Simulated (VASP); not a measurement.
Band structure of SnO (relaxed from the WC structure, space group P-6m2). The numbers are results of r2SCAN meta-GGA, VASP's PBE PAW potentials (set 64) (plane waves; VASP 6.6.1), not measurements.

Unless said otherwise, spin-orbit coupling is left out, though it shifts the bands of the heavy elements here.

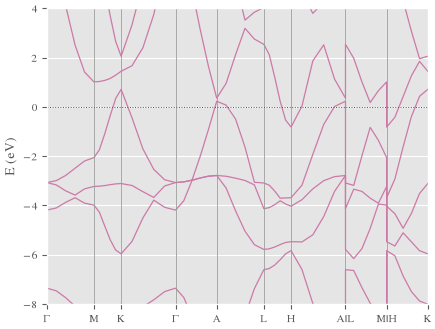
*Bands along high-symmetry lines, zero at the valence-band maximum or, without a gap, the Fermi level*

Task: Read the plot: is there a gap, and where are the band edges?

Result: It has no gap at this level: it comes out as a metal or semimetal.

The structure was generated: SnO was put into the WC type (P-6m2), which need not be its known phase. It was relaxed first, which changed the volume by +20 %.
